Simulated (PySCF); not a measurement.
## Geometry relaxation, with input and output: C6H12F4Si4 (part 2 of 2)

C6H12F4Si4 ((FSi)4CH26 adamantane); PBE0-D3(BJ)/def2-SVP geometry optimisation, gas phase (PySCF 2.14.0). It belongs to a series of runs on one base structure; here: F, CH2.

## Trajectory as extended XYZ, continued
```
26
Properties=species:S:1:pos:R:3:forces:R:3 step=8 energy=-48753.91282
Si   -1.0552   -1.5507    0.1109   -0.0056  -0.0035   0.0220
F    -1.9669   -2.9017    0.2068   -0.0028   0.0037  -0.0139
C     0.1273   -1.4809    1.5600   -0.0092  -0.0135  -0.0227
Si    1.1764    0.0636    1.4568   -0.0302   0.0086  -0.0420
F     2.2071    0.1240    2.7203    0.0162  -0.0098   0.0394
C     2.1407    0.0388   -0.1463    0.0157   0.0056   0.0067
Si    0.9717   -0.0232   -1.6045   -0.0011  -0.0003   0.0059
F     1.8249   -0.0394   -2.9959    0.0038  -0.0010  -0.0031
C    -0.0756   -1.5671   -1.4816    0.0214  -0.0238  -0.0020
C    -0.1403    1.4798   -1.5648    0.0167  -0.0006  -0.0078
Si   -1.1157    1.5152    0.0297   -0.0278   0.0010  -0.0002
F    -2.0871    2.8276    0.0526    0.0179   0.0004   0.0013
C    -2.1533   -0.0374    0.1503   -0.0039   0.0154  -0.0124
C     0.0657    1.5693    1.4773    0.0137  -0.0167   0.0156
H     0.7764   -2.3736    1.5547   -0.0022  -0.0012   0.0038
H    -0.4444   -1.4921    2.5038    0.0093   0.0092   0.0095
H     2.7743    0.9400   -0.2135    0.0003  -0.0018  -0.0015
H     2.8107   -0.8382   -0.1672   -0.0034   0.0029   0.0008
H    -0.7585   -1.6293   -2.3462   -0.0109   0.0070   0.0045
H     0.5705   -2.4625   -1.5069   -0.0048   0.0202  -0.0044
H     0.4709    2.3947   -1.6524   -0.0075   0.0036   0.0050
H    -0.8298    1.4593   -2.4263   -0.0021  -0.0040   0.0017
H    -2.7383   -0.0231    1.0864    0.0017  -0.0038  -0.0116
H    -2.8697   -0.0697   -0.6890    0.0011  -0.0086   0.0117
H     0.6830    2.4831    1.4340   -0.0144   0.0086  -0.0087
H    -0.5064    1.5993    2.4208    0.0082   0.0024   0.0026
26
Properties=species:S:1:pos:R:3:forces:R:3 step=9 energy=-48753.91426
Si   -1.0666   -1.5454    0.0685   -0.0044  -0.0209   0.0188
F    -1.9890   -2.8915    0.1309    0.0049   0.0137  -0.0130
C     0.0954   -1.5085    1.5352   -0.0169  -0.0010  -0.0081
Si    1.1521    0.0332    1.4761   -0.0250   0.0092  -0.0816
F     2.1654    0.0669    2.7536    0.0189  -0.0096   0.0556
C     2.1406    0.0288   -0.1134    0.0318   0.0049   0.0196
Si    0.9948   -0.0032   -1.5908   -0.0096  -0.0055   0.0249
F     1.8673   -0.0048   -2.9697    0.0101   0.0006  -0.0126
C    -0.0620   -1.5437   -1.5083    0.0283  -0.0246  -0.0082
C    -0.1029    1.5101   -1.5394    0.0280  -0.0009  -0.0183
Si   -1.1076    1.5225    0.0368   -0.0403   0.0118  -0.0049
F    -2.0725    2.8401    0.0633    0.0287  -0.0134   0.0049
C    -2.1561   -0.0257    0.1122   -0.0020   0.0085   0.0053
C     0.0465    1.5427    1.5067    0.0051  -0.0250   0.0405
H     0.7413   -2.4034    1.5217   -0.0008  -0.0037  -0.0007
H    -0.4879   -1.5359    2.4717    0.0060   0.0104   0.0046
H     2.7817    0.9264   -0.1565   -0.0077   0.0016  -0.0010
H     2.8071   -0.8511   -0.1342   -0.0117   0.0014  -0.0057
H    -0.7305   -1.5924   -2.3850   -0.0106   0.0130   0.0049
H     0.5843   -2.4392   -1.5372   -0.0170   0.0242   0.0021
H     0.5239    2.4173   -1.5921   -0.0145   0.0067   0.0042
H    -0.7743    1.5214   -2.4152   -0.0043  -0.0094   0.0031
H    -2.7578   -0.0237    1.0387    0.0062  -0.0008  -0.0412
H    -2.8550   -0.0408   -0.7425   -0.0045  -0.0085   0.0253
H     0.6651    2.4565    1.4997   -0.0098   0.0081  -0.0152
H    -0.5447    1.5494    2.4392    0.0112   0.0091  -0.0033
26
Properties=species:S:1:pos:R:3:forces:R:3 step=10 energy=-48753.91553
Si   -1.0757   -1.5407    0.0350   -0.0019  -0.0242   0.0077
F    -2.0070   -2.8817    0.0677    0.0087   0.0131  -0.0048
C     0.0686   -1.5292    1.5153   -0.0153   0.0081   0.0071
Si    1.1325    0.0087    1.4904   -0.0080   0.0059  -0.0776
F     2.1282    0.0183    2.7827    0.0111  -0.0042   0.0431
C     2.1426    0.0205   -0.0857    0.0325   0.0013   0.0240
Si    1.0154    0.0121   -1.5779   -0.0130  -0.0065   0.0286
F     1.9039    0.0212   -2.9465    0.0117   0.0014  -0.0131
C    -0.0500   -1.5241   -1.5281    0.0226  -0.0127  -0.0088
C    -0.0730    1.5318   -1.5191    0.0278   0.0001  -0.0182
Si   -1.1015    1.5272    0.0418   -0.0325   0.0138  -0.0065
F    -2.0575    2.8512    0.0717    0.0245  -0.0173   0.0059
C    -2.1587   -0.0160    0.0810    0.0013  -0.0015   0.0149
C     0.0317    1.5210    1.5284   -0.0064  -0.0215   0.0438
H     0.7111   -2.4264    1.4973   -0.0004  -0.0044  -0.0038
H    -0.5228   -1.5653    2.4465    0.0003   0.0075  -0.0017
H     2.7890    0.9151   -0.1097   -0.0113   0.0040   0.0001
H     2.8055   -0.8621   -0.1071   -0.0133  -0.0005  -0.0092
H    -0.7080   -1.5588   -2.4134   -0.0052   0.0137   0.0028
H     0.5948   -2.4203   -1.5615   -0.0204   0.0145   0.0052
H     0.5614    2.4348   -1.5455   -0.0148   0.0073   0.0011
H    -0.7303    1.5641   -2.4049   -0.0043  -0.0112   0.0029
H    -2.7741   -0.0238    0.9985    0.0062   0.0028  -0.0453
H    -2.8443   -0.0193   -0.7844   -0.0077  -0.0044   0.0237
H     0.6495    2.4351    1.5450   -0.0013   0.0037  -0.0156
H    -0.5726    1.5129    2.4526    0.0091   0.0112  -0.0061
26
Properties=species:S:1:pos:R:3:forces:R:3 step=11 energy=-48753.91666
Si   -1.0802   -1.5387    0.0212    0.0007  -0.0121  -0.0075
F    -2.0157   -2.8767    0.0380    0.0081   0.0043   0.0030
C     0.0544   -1.5364    1.5077   -0.0032   0.0117   0.0167
Si    1.1239   -0.0016    1.4964    0.0106  -0.0027  -0.0295
F     2.1064   -0.0049    2.8001   -0.0029   0.0025   0.0081
C     2.1469    0.0167   -0.0706    0.0172  -0.0024   0.0153
Si    1.0279    0.0175   -1.5696   -0.0080  -0.0032   0.0166
F     1.9249    0.0298   -2.9330    0.0064   0.0011  -0.0041
C    -0.0431   -1.5151   -1.5347    0.0057   0.0052  -0.0028
C    -0.0592    1.5379   -1.5118    0.0149   0.0025  -0.0079
Si   -1.0995    1.5278    0.0418   -0.0065   0.0069  -0.0033
F    -2.0468    2.8573    0.0733    0.0067  -0.0099   0.0034
C    -2.1609   -0.0120    0.0656    0.0028  -0.0112   0.0141
C     0.0258    1.5118    1.5353   -0.0149  -0.0057   0.0232
H     0.6940   -2.4356    1.4914   -0.0011  -0.0028  -0.0041
H    -0.5395   -1.5705    2.4374   -0.0058   0.0014  -0.0066
H     2.7947    0.9102   -0.0865   -0.0085   0.0040   0.0014
H     2.8071   -0.8677   -0.0928   -0.0076  -0.0016  -0.0076
H    -0.6980   -1.5390   -2.4228    0.0028   0.0084  -0.0010
H     0.5980   -2.4131   -1.5720   -0.0132  -0.0036   0.0034
H     0.5726    2.4430   -1.5296   -0.0080   0.0042  -0.0029
H    -0.7113    1.5723   -2.4014   -0.0021  -0.0086   0.0009
H    -2.7832   -0.0237    0.9776    0.0012   0.0046  -0.0226
H    -2.8417   -0.0131   -0.8032   -0.0059   0.0023   0.0080
H     0.6422    2.4269    1.5546    0.0076  -0.0029  -0.0090
H    -0.5813    1.5030    2.4575    0.0028   0.0075  -0.0052
26
Properties=species:S:1:pos:R:3:forces:R:3 step=12 energy=-48753.91711
Si   -1.0797   -1.5395    0.0248   -0.0001   0.0025  -0.0114
F    -2.0140   -2.8779    0.0421    0.0050  -0.0031   0.0044
C     0.0534   -1.5321    1.5118    0.0068   0.0072   0.0110
Si    1.1248    0.0015    1.4959    0.0127  -0.0064   0.0143
F     2.1033   -0.0002    2.8036   -0.0099   0.0031  -0.0136
C     2.1502    0.0171   -0.0687    0.0004  -0.0026   0.0032
Si    1.0305    0.0145   -1.5674    0.0003   0.0005   0.0010
F     1.9286    0.0243   -2.9304    0.0012   0.0001   0.0034
C    -0.0419   -1.5168   -1.5309   -0.0048   0.0109   0.0030
C    -0.0603    1.5321   -1.5162    0.0009   0.0043   0.0025
Si   -1.1004    1.5259    0.0382    0.0109  -0.0013   0.0005
F    -2.0451    2.8568    0.0681   -0.0065   0.0001   0.0005
C    -2.1617   -0.0136    0.0659    0.0003  -0.0106   0.0040
C     0.0273    1.5151    1.5305   -0.0122   0.0043  -0.0004
H     0.6918   -2.4324    1.4998   -0.0017  -0.0011  -0.0010
H    -0.5408   -1.5603    2.4414   -0.0066  -0.0017  -0.0054
H     2.7964    0.9117   -0.0862   -0.0022   0.0018   0.0018
H     2.8097   -0.8675   -0.0913    0.0000  -0.0012  -0.0028
H    -0.6981   -1.5372   -2.4181    0.0052   0.0025  -0.0026
H     0.5954   -2.4169   -1.5687   -0.0032  -0.0118  -0.0008
H     0.5646    2.4416   -1.5399   -0.0009   0.0010  -0.0047
H    -0.7144    1.5566   -2.4048    0.0002  -0.0048  -0.0003
H    -2.7843   -0.0232    0.9771   -0.0022   0.0032   0.0024
H    -2.8444   -0.0178   -0.8010   -0.0009   0.0051  -0.0051
H     0.6442    2.4301    1.5399    0.0086  -0.0050  -0.0027
H    -0.5765    1.5142    2.4545   -0.0014   0.0029  -0.0010
26
Properties=species:S:1:pos:R:3:forces:R:3 step=13 energy=-48753.91733
Si   -1.0801   -1.5393    0.0223   -0.0014   0.0075  -0.0078
F    -2.0133   -2.8784    0.0377    0.0018  -0.0056   0.0039
C     0.0489   -1.5315    1.5125    0.0090   0.0013   0.0023
Si    1.1218    0.0010    1.4987    0.0063  -0.0047   0.0258
F     2.0959   -0.0005    2.8096   -0.0082   0.0023  -0.0154
C     2.1515    0.0162   -0.0627   -0.0068  -0.0014  -0.0022
Si    1.0351    0.0141   -1.5639    0.0047   0.0014  -0.0052
F     1.9369    0.0235   -2.9247    0.0001  -0.0003   0.0046
C    -0.0390   -1.5160   -1.5310   -0.0047   0.0067   0.0039
C    -0.0567    1.5310   -1.5169   -0.0041   0.0044   0.0064
Si   -1.0998    1.5256    0.0355    0.0132  -0.0032   0.0018
F    -2.0444    2.8565    0.0636   -0.0086   0.0037  -0.0005
C    -2.1620   -0.0135    0.0617   -0.0023  -0.0056  -0.0038
C     0.0254    1.5156    1.5297   -0.0063   0.0042  -0.0092
H     0.6862   -2.4327    1.5027   -0.0021   0.0001   0.0016
H    -0.5489   -1.5587    2.4398   -0.0045  -0.0014  -0.0022
H     2.7971    0.9111   -0.0785    0.0013  -0.0002   0.0013
H     2.8104   -0.8688   -0.0852    0.0031  -0.0002   0.0003
H    -0.6930   -1.5333   -2.4198    0.0031   0.0002  -0.0017
H     0.5955   -2.4181   -1.5683    0.0009  -0.0090  -0.0027
H     0.5660    2.4419   -1.5416    0.0014  -0.0004  -0.0046
H    -0.7096    1.5519   -2.4066    0.0006  -0.0031  -0.0005
H    -2.7868   -0.0220    0.9711   -0.0021   0.0013   0.0108
H    -2.8435   -0.0168   -0.8062    0.0019   0.0041  -0.0079
H     0.6444    2.4293    1.5374    0.0052  -0.0038  -0.0006
H    -0.5794    1.5179    2.4529   -0.0016   0.0017   0.0017
26
Properties=species:S:1:pos:R:3:forces:R:3 step=14 energy=-48753.91766
Si   -1.0817   -1.5382    0.0141   -0.0026   0.0086  -0.0010
F    -2.0138   -2.8780    0.0241   -0.0021  -0.0049   0.0021
C     0.0377   -1.5327    1.5119    0.0072  -0.0047  -0.0075
Si    1.1130   -0.0023    1.5062   -0.0051  -0.0012   0.0230
F     2.0783   -0.0048    2.8231   -0.0011   0.0008  -0.0076
C     2.1526    0.0132   -0.0484   -0.0117   0.0001  -0.0070
Si    1.0455    0.0145   -1.5565    0.0073   0.0008  -0.0075
F     1.9561    0.0243   -2.9113   -0.0004  -0.0002   0.0034
C    -0.0321   -1.5133   -1.5332   -0.0009  -0.0026   0.0023
C    -0.0466    1.5315   -1.5162   -0.0060   0.0027   0.0070
Si   -1.0980    1.5263    0.0307    0.0086  -0.0018   0.0017
F    -2.0426    2.8572    0.0549   -0.0057   0.0042  -0.0008
C    -2.1624   -0.0118    0.0499   -0.0046   0.0017  -0.0102
C     0.0194    1.5148    1.5305    0.0015   0.0007  -0.0121
H     0.6729   -2.4354    1.5055   -0.0016   0.0009   0.0039
H    -0.5684   -1.5601    2.4338   -0.0009  -0.0002   0.0018
H     2.7984    0.9081   -0.0588    0.0046  -0.0020   0.0007
H     2.8107   -0.8723   -0.0694    0.0047   0.0010   0.0037
H    -0.6804   -1.5250   -2.4264   -0.0012  -0.0018   0.0007
H     0.5982   -2.4185   -1.5695    0.0041  -0.0005  -0.0031
H     0.5748    2.4434   -1.5394    0.0029  -0.0017  -0.0032
H    -0.6949    1.5496   -2.4093    0.0005  -0.0006  -0.0003
H    -2.7926   -0.0193    0.9556   -0.0001  -0.0012   0.0115
H    -2.8391   -0.0115   -0.8219    0.0041   0.0010  -0.0056
H     0.6429    2.4255    1.5393   -0.0008  -0.0003   0.0011
H    -0.5895    1.5208    2.4508   -0.0005   0.0012   0.0031
```

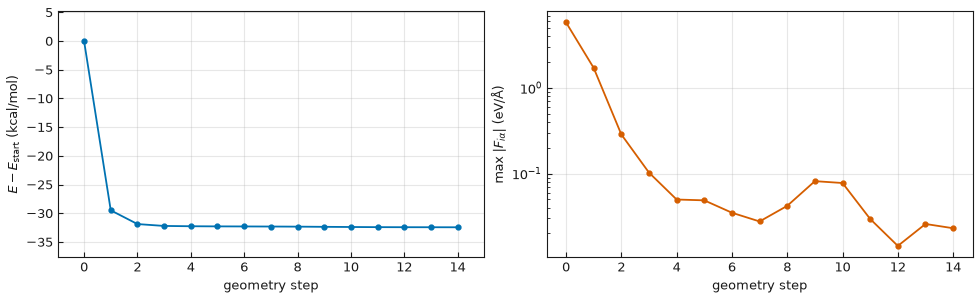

Progress of the relaxation, step by step (steps are counted from 0).

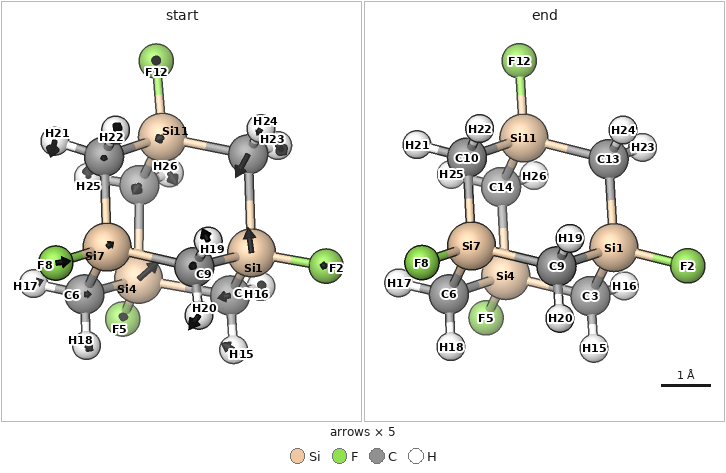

Before (left) and after (right) the relaxation, at one scale (ball-and-stick view, seen at an oblique angle). The black arrows give the displacements, magnified 5 times. The largest moves after the best rigid fit, 0.12 Å, are those of Si4 and C13. By element the largest moves are Si 0.12 Å, C 0.12 Å, H 0.09 Å, F 0.07 Å. Among the contacts that change: Si1–C13 2.068 → 1.871 Å, C3–Si4 1.996 → 1.870 Å, Si4–C14 1.989 → 1.870 Å, C13–H23 1.004 → 1.103 Å. Among the angles that change: Si4–C14–H25 101.3° → 109.8°, H19–C9–H20 100.1° → 107.5°, C3–Si4–C14 102.4° → 109.1°. Over 14 geometry steps the energy falls by 32.4 kcal/mol. The largest force component goes from 5.8 to 0.023 eV/Å. (Atoms are counted from 1 in the order of the input.)
